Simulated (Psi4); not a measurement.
# O3 (ozone): CAM-B3LYP/pcseg-3 (density fitting, sweep point 4)

Aim: the vertical singlet–triplet gap of O3 (ozone) at CAM-B3LYP/pcseg-3 (density fitting, sweep point 4), from 2 runs. 

The calculation is run with Psi4 1.11.

## Step 1: The system as given

O3: 3 atoms, total charge 0, spin state singlet. SMILES: `O=[O+][O-]`. The coordinates come from a PBE0-D4/def2-TZVP relaxation.

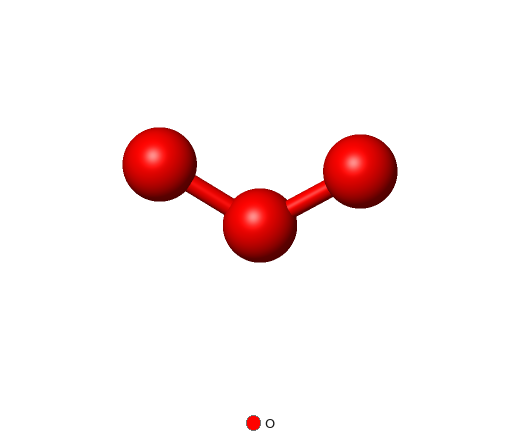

Viewed from a chosen angle; oxygen red.

## Step 2: A single-point energy at CAM-B3LYP/pcseg-3 (density fitting, sweep point 4)

Contents of calc.in:

```
memory 1600 mb

molecule mol {
  O      0.848700    -0.535900     0.409500
  O     -0.228900    -0.317600    -0.159400
  O     -0.619800     0.853500    -0.250100
  symmetry c1
}

set basis pcseg-3
set puream true
set scf_type df
set dft_radial_points 99
set dft_spherical_points 590

energy('cam-b3lyp')
print_variables()
```

The run is started by

```bash
psi4 calc.in calc.out -n 1
```

calc.out:

```text
[...]
  Running in c1 symmetry.
[...]
  Nuclear repulsion =   70.641648328371076
[...]
  Multiplicity = 1
[...]
  Nalpha       = 12
  Nbeta        = 12
[...]
    Number of basis functions: 180
[...]
   @DF-RKS iter   1:  -225.30115987156501   -1.77071e-01   3.85593e-03 DIIS/ADIIS
[...]
   @DF-RKS iter   9:  -225.45336078952846   -1.79732e-08   9.24068e-08 DIIS
[...]
    Orbital Energies [Eh]
    ---------------------
    Doubly Occupied:
       1A    -19.519718     2A    -19.327050     3A    -19.327020
       4A     -1.483699     5A     -1.204642     6A     -0.861394
       7A     -0.700218     8A     -0.688253     9A     -0.676772
      10A     -0.436725    11A     -0.429688    12A     -0.417073
[...]
  @DF-RKS Final Energy:  -225.45336078952846
   => Energetics <=
    Nuclear Repulsion Energy =             70.6416483283710761
    One-Electron Energy =                -449.0341242843536520
    Two-Electron Energy =                 171.8530784764403734
    DFT Exchange-Correlation Energy =     -18.9139633099862330
    Empirical Dispersion Energy =           0.0000000000000000
    VV10 Nonlocal Energy =                  0.0000000000000000
    Total Energy =                       -225.4533607895284604
[...]
 Multipole Moments:
 ------------------------------------------------------------------------------------
     Multipole            Electronic (a.u.)      Nuclear  (a.u.)        Total (a.u.)
 ------------------------------------------------------------------------------------
 L = 1.  Multiply by 2.5417464519 to convert [e a0] to [Debye]
 Dipole X            :         -0.1755467            0.0000000           -0.1755467
 Dipole Y            :         -0.2018538           -0.0000000           -0.2018538
 Dipole Z            :          0.0000000            0.0000000            0.0000000
 Magnitude           :                                                    0.2675101
[...]
```

Run time: 16 s. Hardware: 1 thread of AMD EPYC 7R43 (Zen 3), shared host; peak memory 1.1 GiB.

## Step 3: The triplet

Contents of o3.dat:

```
memory 1600 mb

molecule mol {
  0 3
  O      0.848700    -0.535900     0.409500
  O     -0.228900    -0.317600    -0.159400
  O     -0.619800     0.853500    -0.250100
  symmetry c1
}

set {
  basis pcseg-3
  reference uks
  puream true
  scf_type df
  dft_radial_points 99
  dft_spherical_points 590
  maxiter 150
}

e_tot, wfn = energy("cam-b3lyp", return_wfn=True)
print_variables()
```

The run is started by

```bash
psi4 -i o3.dat -o o3.out -n 1
```

o3.out:

```text
[...]
  Running in c1 symmetry.
[...]
  Nuclear repulsion =   70.641648328371076
[...]
  Multiplicity = 3
[...]
  Nalpha       = 13
  Nbeta        = 11
[...]
    Number of basis functions: 180
[...]
   @DF-UKS iter   1:  -225.29638973661068   -1.72301e-01   3.17952e-03 ADIIS/DIIS
[...]
   @DF-UKS iter   9:  -225.40392903805227   -3.35402e-07   8.00380e-07 DIIS
[...]
   @S^2 Observed:                2.015175606E+00
[...]
    Orbital Energies [Eh]
    ---------------------
    Alpha Occupied:
       1A    -19.485529     2A    -19.335108     3A    -19.335098
       4A     -1.487476     5A     -1.220707     6A     -0.891666
       7A     -0.723496     8A     -0.701935     9A     -0.692364
      10A     -0.489816    11A     -0.460332    12A     -0.459921
      13A     -0.364411
    Alpha Virtual:
      14A      0.113388    15A      0.127888    16A      0.154337
      17A      0.159027    18A      0.207846    19A      0.209368
      20A      0.223661    21A      0.244981    22A      0.250301
      23A      0.266412    24A      0.311172    25A      0.348205
[...]
  @DF-UKS Final Energy:  -225.40392903805227
   => Energetics <=
    Nuclear Repulsion Energy =             70.6416483283710761
    One-Electron Energy =                -449.1361062246127744
    Two-Electron Energy =                 172.0442462603473928
    DFT Exchange-Correlation Energy =     -18.9537174021579986
    Empirical Dispersion Energy =           0.0000000000000000
    VV10 Nonlocal Energy =                  0.0000000000000000
    Total Energy =                       -225.4039290380522687
[...]
 Multipole Moments:
 ------------------------------------------------------------------------------------
     Multipole            Electronic (a.u.)      Nuclear  (a.u.)        Total (a.u.)
 ------------------------------------------------------------------------------------
 L = 1.  Multiply by 2.5417464519 to convert [e a0] to [Debye]
 Dipole X            :         -0.1244176            0.0000000           -0.1244176
 Dipole Y            :         -0.1430644           -0.0000000           -0.1430644
 Dipole Z            :         -0.0000000            0.0000000           -0.0000000
 Magnitude           :                                                    0.1895974
[...]
```

It took 27 s on 1 thread of AMD EPYC 7R43 (Zen 3), shared host; peak memory 1.1 GiB.

## Step 4: Results

Level: CAM-B3LYP/pcseg-3 (density fitting, sweep point 4).

```
                                        quantity          value
                           singlet: total energy  -225.45336 Eh
                          singlet: dipole moment         0.68 D
                            singlet: HOMO energy      -11.35 eV
                            singlet: LUMO energy       -3.73 eV
                          singlet: HOMO–LUMO gap        7.61 eV
                           triplet: total energy  -225.40393 Eh
                          triplet: dipole moment         0.48 D
     triplet: HOMO energy (highest over α and β)       -9.92 eV
      triplet: LUMO energy (lowest over α and β)       -5.00 eV
                                   triplet: ⟨S²⟩          2.015
vertical energy of the triplet above the singlet       1.345 eV
```

What this shows: At this shape the triplet lies 1.35 eV (130 kJ/mol) above the singlet.
